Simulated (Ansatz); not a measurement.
# BSiC (quartet): wave-function methods side by side, cc-pVDZ

How much of the correlation energy of BSiC (quartet) does each wave-function method recover here?

The runs use Ansatz 0.2.0, Gaussian basis; cc-pVDZ, core rule «outside noble gas», up to 7 orbitals frozen.

To be run: UHF; CCSD(T) on ROHF; CCSD(T) on UHF; BCCD(T) on ROHF; CISD; CCSDT(Q) on ROHF; CCSDT(Q) on UHF.

22 further runs of the same task are left out: 10 that didn't finish, 12 set aside as unsound or not needed.

### 1 The system

The geometry is a PBE0/def2-TZVP stationary point (not a proven minimum) of the parent state, kept for this charge and spin.

3 atoms, charge 0, spin multiplicity 4.

Atoms are counted from 1 here; the program's logs count them from 0.

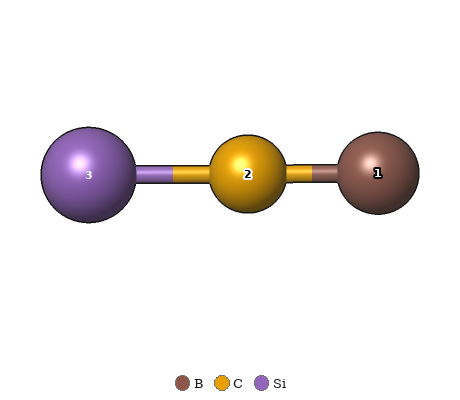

The geometry (boron brown, carbon amber, silicon purple); atoms are numbered from 1 in the order of the file.

As a file:

```xyz
3
CBSi
B     0.00000    0.00000   -1.47213
C     0.00000    0.00000   -0.10213
Si    0.00000    0.00000    1.57427
```

In the tables R marks a restricted open-shell determinant and U an unrestricted one; energies count from the table's Hartree-Fock row.

### 2 UHF

in.yaml reads:

```yaml
crystal:
  periodic: [false, false, false]
  atoms:
    - {symbol: B, position_ang: [0.000000, 0.000000, -1.472133]}
    - {symbol: C, position_ang: [0.000000, 0.000000, -0.102133]}
    - {symbol: Si, position_ang: [0.000000, 0.000000, 1.574267]}
basis:
  gaussian: {orbitals: cc-pVDZ}
magnetization: {spin_polarized: true, initial_magnetization: 3}
hamiltonian: {xc: hf}
output: {orbitals: {seedname: orbitals}}
```

Started as:

```sh
$ ansatz run in.yaml --threads 1 --pin off --events-out ev --progress --plain --max-ram 2393MiB
```

The log of the run:

```text
Functional definition: HF
  name "HF"
  cite "Fock, Z. Phys. 61, 126 (1930) doi:10.1007/BF01340294"
  parent pbe
  exchange = exact_x
  correlation = 0
453 factors; integrals over basis functions are off by at most 8.6e-4 eV
mean field evaluation 1: about -9555.5043 eV, gradient 1.3e1 eV
mean field evaluation 2: about -9555.5086 eV, gradient 1.3e1 eV
mean field evaluation 4: about -9557.6516 eV, gradient 3.7e0 eV
mean field evaluation 8: about -9558.1902 eV, gradient 3.2e-1 eV
mean field evaluation 16: about -9558.2270 eV, gradient 3.6e-1 eV
mean field evaluation 32: about -9558.1914 eV, gradient 1.1e-2 eV
mean field evaluation 64: about -9558.0589 eV, gradient 1.9e0 eV
mean field evaluation 96: about -9557.2334 eV, gradient 1.0e0 eV
mean field evaluation 128: about -9557.2745 eV, gradient 5.7e-1 eV
mean field evaluation 160: about -9556.2472 eV, gradient 1.3e0 eV
mean field evaluation 192: about -9558.3886 eV, gradient 9.1e-6 eV
mean field -9558.38861885 eV, -351.2643028341 hartree, gradient 9.7e-6 eV, S^2 3.785992; 4 other end points of the search recorded, 0 dependent functions left out
reference -9558.38861885 eV, -351.2643028341 hartree; 14, 11 occupied and 32, 35 virtual orbitals, 453 factors
Total energy: -9558.38861885 eV, -351.2643028341 hartree
```

Run time: 1.8 s. Hardware: 1 thread of Arm Neoverse V1, shared host.

From the report: ⟨S²⟩ of the determinant 3.786 (pure quartet: 3.75).

### 3 CCSD(T) on ROHF

in.yaml: that of step 2 with these lines changed.

```diff
@@ -8,4 +8,4 @@
   gaussian: {orbitals: cc-pVDZ}
-magnetization: {spin_polarized: true, initial_magnetization: 3}
-hamiltonian: {xc: hf}
-output: {orbitals: {seedname: orbitals}}
+magnetization: {spin_polarized: false, initial_magnetization: 3}
+correlation: {method: ccsd_t, electrons: outside_noble_gas}
+output: {forces: true}
```

Same command.

The log of the run, shortened:

```text
Functional definition: HF
  name "HF"
  cite "Fock, Z. Phys. 61, 126 (1930) doi:10.1007/BF01340294"
  parent pbe
[...]
453 factors; integrals over basis functions are off by at most 8.6e-4 eV
[...]
mean field -9558.22358323 eV, -351.2582378869 hartree, gradient 1.5e-6 eV, S^2 3.750000; 13 other end points of the search recorded, 0 dependent functions left out
[...]
determinant -9558.22358323 eV, -351.2582378869 hartree, with singles and doubles -9564.80749191 eV, -351.5001920685 hartree
determinant -9557.77268524 eV, -351.2416676914 hartree, with singles and doubles -9564.56276137 eV, -351.4911983867 hartree
determinant -9556.89180923 eV, -351.2092960954 hartree, with singles and doubles -9564.03411643 eV, -351.4717710438 hartree
determinant -9556.04775066 eV, -351.1782775149 hartree, with singles and doubles -9562.51183381 eV, -351.4158281892 hartree
[...]
7 core orbitals not correlated: weight in the atoms' cores, before any rotation towards them, 1.000 or more for the frozen orbitals, at most 0.000 for the correlated occupied ones
reference -9558.22358323 eV, -351.2582378869 hartree; 7, 4 occupied and 32, 35 virtual orbitals, 453 factors
second order -5.57726827 eV of doubles, -0.08887455 eV of singles
cycle   1  -6.58726795 eV  change    1.7e-6 eV  update   3.0e-6
[...]
cycle   4  -6.58726964 eV  change   -6.0e-7 eV  update   3.5e-7
perturbative correction -0.30519816 eV, -0.0112158255 hartree
[...]
Total energy: -9565.11605103 eV, -351.5115314068 hartree
Atom 0 at     0.000000     0.000000    -1.472133 Å, force    -0.000000     0.000000    -3.445174 eV/Å
Atom 1 at     0.000000     0.000000    -0.102133 Å, force    -0.000000    -0.000000    -1.315170 eV/Å
Atom 2 at     0.000000     0.000000     1.574267 Å, force    -0.000000    -0.000000     4.760343 eV/Å
Dipole moment:     0.000000     0.000000    -0.130097 e Å
```

Wall time 12 s (1 thread of Arm Neoverse V1, shared host).

From the report: correlation -6.8925 eV; T1 0.030; largest double amplitude 0.07.

### 4 CCSD(T) on UHF

in.yaml: that of step 3 with these lines changed.

```diff
@@ -8,3 +8,3 @@
   gaussian: {orbitals: cc-pVDZ}
-magnetization: {spin_polarized: false, initial_magnetization: 3}
+magnetization: {spin_polarized: true, initial_magnetization: 3}
 correlation: {method: ccsd_t, electrons: outside_noble_gas}
```

Launched as before.

The log of the run, shortened:

```text
Functional definition: HF
  name "HF"
  cite "Fock, Z. Phys. 61, 126 (1930) doi:10.1007/BF01340294"
  parent pbe
[...]
453 factors; integrals over basis functions are off by at most 8.6e-4 eV
[...]
mean field -9558.38861885 eV, -351.2643028341 hartree, gradient 1.0e-6 eV, S^2 3.785991; 17 other end points of the search recorded, 0 dependent functions left out
determinant -9558.38861885 eV, -351.2643028341 hartree, with singles and doubles -9564.81090695 eV, -351.5003175688 hartree
determinant -9558.19589420 eV, -351.2572203341 hartree, with singles and doubles -9564.57377163 eV, -351.4916030064 hartree
determinant -9557.51201037 eV, -351.2320880669 hartree, with singles and doubles -9564.02577282 eV, -351.4714644217 hartree
determinant -9556.29456949 eV, -351.1873479396 hartree, with singles and doubles -9562.51853378 eV, -351.4160744086 hartree
[...]
7 core orbitals not correlated: weight in the atoms' cores, before any rotation towards them, 1.000 or more for the frozen orbitals, at most 0.000 for the correlated occupied ones
reference -9558.38861885 eV, -351.2643028341 hartree; 7, 4 occupied and 32, 35 virtual orbitals, 453 factors
second order -5.49004837 eV of doubles, -0.00000000 eV of singles
cycle   1  -6.42629778 eV  change    9.4e-7 eV  update   2.8e-6
[...]
cycle   5  -6.42629881 eV  change    1.0e-7 eV  update   1.4e-7
perturbative correction -0.29950690 eV, -0.0110066756 hartree
[...]
Total energy: -9565.11442456 eV, -351.5114716351 hartree
Atom 0 at     0.000000     0.000000    -1.472133 Å, force     0.000000     0.000000    -3.444318 eV/Å
Atom 1 at     0.000000     0.000000    -0.102133 Å, force    -0.000000     0.000000    -1.310816 eV/Å
Atom 2 at     0.000000     0.000000     1.574267 Å, force     0.000000    -0.000000     4.755135 eV/Å
Dipole moment:     0.000000     0.000000    -0.131148 e Å
```

Run time: 14 s. Hardware: 1 thread of Arm Neoverse V1, shared host.

From the report: ⟨S²⟩ of the determinant 3.786 (pure quartet: 3.75); correlation -6.7258 eV; T1 0.027; largest double amplitude 0.07.

### 5 BCCD(T) on ROHF

in.yaml: that of step 4 with these lines changed.

```diff
@@ -8,4 +8,3 @@
   gaussian: {orbitals: cc-pVDZ}
-magnetization: {spin_polarized: true, initial_magnetization: 3}
-correlation: {method: ccsd_t, electrons: outside_noble_gas}
-output: {forces: true}
+magnetization: {spin_polarized: false, initial_magnetization: 3}
+correlation: {method: bccd_t, electrons: outside_noble_gas}
```

Launched as before.

The log of the run, shortened:

```text
Functional definition: HF
  name "HF"
  cite "Fock, Z. Phys. 61, 126 (1930) doi:10.1007/BF01340294"
  parent pbe
[...]
453 factors; integrals over basis functions are off by at most 8.6e-4 eV
[...]
mean field -9558.22358323 eV, -351.2582378869 hartree, gradient 1.5e-6 eV, S^2 3.750000; 13 other end points of the search recorded, 0 dependent functions left out
[...]
determinant -9558.22358323 eV, -351.2582378869 hartree, with singles and doubles -9564.80749191 eV, -351.5001920685 hartree
determinant -9557.77268524 eV, -351.2416676914 hartree, with singles and doubles -9564.56276137 eV, -351.4911983867 hartree
determinant -9556.89180923 eV, -351.2092960954 hartree, with singles and doubles -9564.03411643 eV, -351.4717710438 hartree
determinant -9556.04775066 eV, -351.1782775149 hartree, with singles and doubles -9562.51183381 eV, -351.4158281892 hartree
determinant -9558.22358323 eV, -351.2582378869 hartree, with singles and doubles -9564.81085284 eV, -351.5003155803 hartree
determinant -9557.77268524 eV, -351.2416676914 hartree, with singles and doubles -9564.56409226 eV, -351.4912472960 hartree
[...]
7 core orbitals not correlated: weight in the atoms' cores, before any rotation towards them, 1.000 or more for the frozen orbitals, at most 0.000 for the correlated occupied ones
reference -9558.22358323 eV, -351.2582378869 hartree; 7, 4 occupied and 32, 35 virtual orbitals, 453 factors
second order -5.57726827 eV of doubles, -0.08887455 eV of singles
cycle   1  -6.57292511 eV  change    1.4e-2 eV  update   9.1e-3
[...]
cycle  10  -6.57232925 eV  change    4.7e-6 eV  update   9.5e-6
perturbative correction -0.32106685 eV, -0.0117989890 hartree
Total energy: -9565.11697932 eV, -351.5115655209 hartree
```

It took 9.5 s on 1 thread of Arm Neoverse V1, shared host.

From the report: correlation -6.8934 eV; largest double amplitude 0.06.

### 6 CISD

in.yaml: that of step 5 with these lines changed.

```diff
@@ -9,2 +9,2 @@
 magnetization: {spin_polarized: false, initial_magnetization: 3}
-correlation: {method: bccd_t, electrons: outside_noble_gas}
+correlation: {active_space: {ras: {orbitals: [4, 3, 32], electrons: 11, max_holes: 2, max_particles: 2}, fixed_orbitals: true}}
```

Same command.

The log of the run, shortened:

```text
Functional definition: HF
  name "HF"
  cite "Fock, Z. Phys. 61, 126 (1930) doi:10.1007/BF01340294"
  parent pbe
[...]
453 factors; integrals over basis functions are off by at most 8.6e-4 eV
[...]
mean field -9558.22358323 eV, -351.2582378869 hartree, gradient 1.5e-6 eV, S^2 3.750000; 12 other end points of the search recorded, 0 dependent functions left out
reference -9558.22358323 eV, -351.2582378869 hartree; 14, 11 occupied and 32, 35 virtual orbitals, 453 factors
state -9564.25117657 eV, -351.4797478566 hartree
Total energy: -9564.25117657 eV, -351.4797478566 hartree
```

Run time: 7.5 s. Hardware: 1 thread of Arm Neoverse V1, shared host.

From the report: 56,664 determinants.

### 7 CCSDT(Q) on ROHF

in.yaml: that of step 6 with these lines changed.

```diff
@@ -9,2 +9,2 @@
 magnetization: {spin_polarized: false, initial_magnetization: 3}
-correlation: {active_space: {ras: {orbitals: [4, 3, 32], electrons: 11, max_holes: 2, max_particles: 2}, fixed_orbitals: true}}
+correlation: {method: ccsdt_q, electrons: outside_noble_gas}
```

Launched as before.

The log of the run, shortened:

```text
Functional definition: HF
  name "HF"
  cite "Fock, Z. Phys. 61, 126 (1930) doi:10.1007/BF01340294"
  parent pbe
[...]
837 factors; integrals over basis functions are off by at most 1.4e-7 eV
[...]
mean field -9558.22363141 eV, -351.2582396577 hartree, gradient 1.5e-6 eV, S^2 3.750000; 13 other end points of the search recorded, 0 dependent functions left out
[...]
determinant -9558.22363141 eV, -351.2582396577 hartree, with singles and doubles -9564.80754994 eV, -351.5001942008 hartree
determinant -9557.77273565 eV, -351.2416695442 hartree, with singles and doubles -9564.56282163 eV, -351.4912006012 hartree
determinant -9556.89186557 eV, -351.2092981657 hartree, with singles and doubles -9564.03416685 eV, -351.4717728964 hartree
determinant -9556.04779757 eV, -351.1782792389 hartree, with singles and doubles -9562.51189311 eV, -351.4158303685 hartree
determinant -9558.22363141 eV, -351.2582396577 hartree, with singles and doubles -9564.81091095 eV, -351.5003177156 hartree
determinant -9557.77273565 eV, -351.2416695442 hartree, with singles and doubles -9564.56415276 eV, -351.4912495196 hartree
7 core orbitals not correlated: weight in the atoms' cores, before any rotation towards them, 1.000 or more for the frozen orbitals, at most 0.000 for the correlated occupied ones
reference -9558.22363141 eV, -351.2582396577 hartree; 7, 4 occupied and 32, 35 virtual orbitals, 837 factors
second order -5.57728465 eV of doubles, -0.08887468 eV of singles
cycle   1  -6.23275868 eV  change   -5.6e-1 eV  update   9.7e-2
[...]
cycle  36  -7.00605652 eV  change   -3.2e-7 eV  update   2.0e-7
perturbative correction -0.07322515 eV, -0.0026909746 hartree
Total energy: -9565.30291309 eV, -351.5183984607 hartree
```

It took 57 s on 1 thread of Arm Neoverse V1, shared host; peak memory 0.5 GiB.

From the report: correlation -7.0793 eV; T1 0.034; largest double amplitude 0.46.

### 8 CCSDT(Q) on UHF

in.yaml: that of step 7 with these lines changed.

```diff
@@ -8,3 +8,3 @@
   gaussian: {orbitals: cc-pVDZ}
-magnetization: {spin_polarized: false, initial_magnetization: 3}
+magnetization: {spin_polarized: true, initial_magnetization: 3}
 correlation: {method: ccsdt_q, electrons: outside_noble_gas}
```

Launched as before.

The log of the run, shortened:

```text
Functional definition: HF
  name "HF"
  cite "Fock, Z. Phys. 61, 126 (1930) doi:10.1007/BF01340294"
  parent pbe
[...]
837 factors; integrals over basis functions are off by at most 1.4e-7 eV
[...]
mean field -9558.38866782 eV, -351.2643046340 hartree, gradient 9.9e-7 eV, S^2 3.785992; 17 other end points of the search recorded, 0 dependent functions left out
determinant -9558.38866782 eV, -351.2643046340 hartree, with singles and doubles -9564.81096503 eV, -351.5003197033 hartree
determinant -9558.19594514 eV, -351.2572222060 hartree, with singles and doubles -9564.57383203 eV, -351.4916052263 hartree
determinant -9557.51206693 eV, -351.2320901454 hartree, with singles and doubles -9564.02582294 eV, -351.4714662634 hartree
determinant -9556.29461678 eV, -351.1873496774 hartree, with singles and doubles -9562.51859266 eV, -351.4160765723 hartree
determinant -9558.38866782 eV, -351.2643046340 hartree, with singles and doubles -9564.81497575 eV, -351.5004670944 hartree
determinant -9558.19594514 eV, -351.2572222060 hartree, with singles and doubles -9564.57810888 eV, -351.4917623976 hartree
7 core orbitals not correlated: weight in the atoms' cores, before any rotation towards them, 1.000 or more for the frozen orbitals, at most 0.000 for the correlated occupied ones
reference -9558.38866782 eV, -351.2643046340 hartree; 7, 4 occupied and 32, 35 virtual orbitals, 837 factors
second order -5.49006382 eV of doubles, -0.00000000 eV of singles
cycle   1  -6.05360015 eV  change   -5.6e-1 eV  update   9.7e-2
[...]
cycle  35  -6.83841305 eV  change    6.6e-7 eV  update   3.0e-7
perturbative correction -0.07287590 eV, -0.0026781398 hartree
Total energy: -9565.29995677 eV, -351.5182898180 hartree
```

Run time: 55 s. Hardware: 1 thread of Arm Neoverse V1, shared host; peak memory 0.41 GiB.

From the report: ⟨S²⟩ of the determinant 3.786 (pure quartet: 3.75); correlation -6.9113 eV; T1 0.032; largest double amplitude 0.44.

### 9 Misses and costs

No level here is safe as a reference; RCCSDT(Q) serves as a yardstick only. Rows without a time come out of other runs: HF, MP2 and CCSD of CCSD(T), CCSDT of CCSDT(Q). The times of RCCSD(T), UCCSD(T) include forces.

Differences are taken before rounding.

| method | energy from the lowest RHF (meV) | from RCCSDT(Q) (meV) | time |
| --- | --- | --- | --- |
| RHF | 0.0 | +7079.3 |  |
| UHF | -165.0 | +6914.3 |  |
| RMP2 | -5666.1 | +1413.2 |  |
| UMP2 | -5655.1 | +1424.2 |  |
| CISD | -6027.6 | +1051.7 | 7.5 s |
| RCCSD | -6587.3 | +492.1 |  |
| UCCSD | -6591.3 | +488.0 |  |
| RCCSD(T) | -6892.5 | +186.9 | 12 s |
| UCCSD(T) | -6890.8 | +188.5 | 14 s |
| BCCD(T) | -6893.4 | +185.9 | 9.5 s |
| RCCSDT | -7006.1 | +73.2 |  |
| UCCSDT | -7003.5 | +75.8 |  |
| RCCSDT(Q) | -7079.3 | 0 | 57 s |
| UCCSDT(Q) | -7076.4 | +3.0 | 55 s |

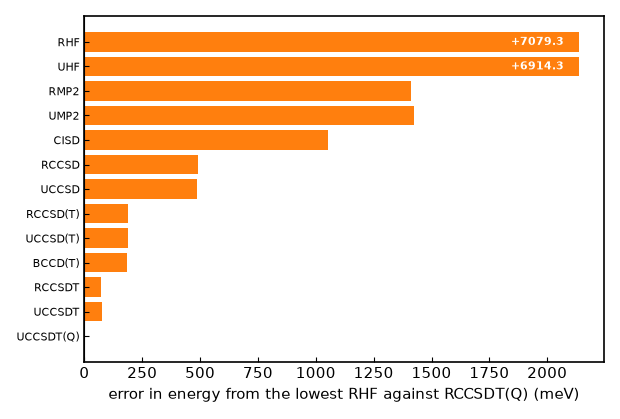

Error of each method against RCCSDT(Q). Bars with a number in them are cut short.

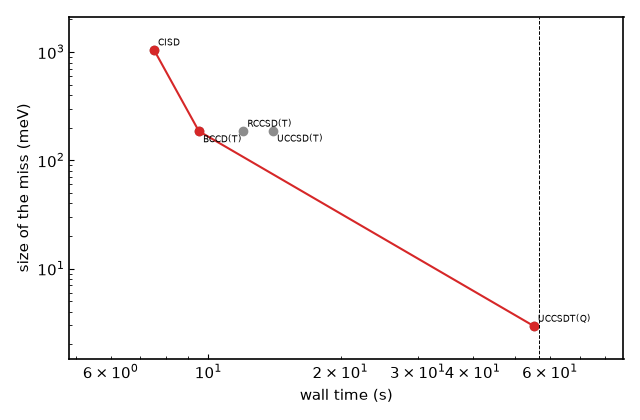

Miss against cost. Red marks the levels that no quicker level drawn beats (of those quicker than the yardstick), and the dashed line is the time of RCCSDT(Q). Times are from a shared host.

### 10 What came out

| quantity | value |
| --- | --- |
| RCCSDT(Q) below the RHF energy | -7.0793 eV |
| RMP2 from RCCSDT(Q) | +1413.2 meV |
| UMP2 from RCCSDT(Q) | +1424.2 meV |
| RCCSD from RCCSDT(Q) | +492.1 meV |
| RCCSD(T) from RCCSDT(Q) | +186.9 meV |
| UCCSD(T) from RCCSDT(Q) | +188.5 meV |
| UCCSDT(Q) from RCCSDT(Q) | +3.0 meV |
| T1 diagnostic | 0.030 |

In words: RCCSD(T) misses by +186.9 meV, 2.6 % of the correlation energy.
